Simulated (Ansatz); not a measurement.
## Profile along the Sc–Sc line in Sc (hcp, Mg type)

Sc (hcp, Mg type)

```
Sc
1.0
    3.27721     0.00000     0.00000
   -1.63861     2.83815     0.00000
    0.00000     0.00000     5.08550
Sc
2
Direct
  0.33333   0.66667   0.75000
  0.66667   0.33333   0.25000
```

Fields along a shortest Sc–Sc line of a (0001) plane (3.28 Å), from Sc to Sc, interpolated on the slice's grid (step about 0.2 Å). Level of theory: PBEsol (plane waves to 420 eV, PAW, scalar-relativistic; Ansatz, a program for electronic structure). k mesh 16×16×9. Near the nuclei the fields are pseudised (PAW); where an atom keeps semicore shells as valence, they peak there. Sc is run without spin polarisation. Sc was relaxed with its symmetry unable to fall. The PAW data are Ansatz's earlier set.

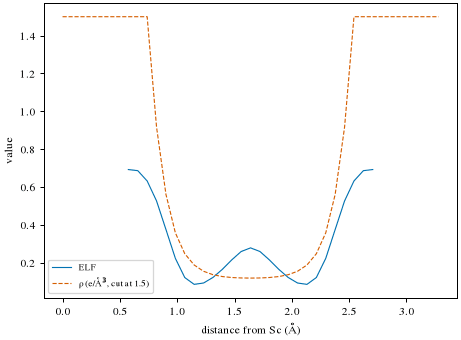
Figure. ELF (away from the nuclei) and valence density from Sc to Sc.

Density on the Sc–Sc line (3.28 Å) at its midpoint: 0.12 e/Å³. ELF at that point: 0.28.
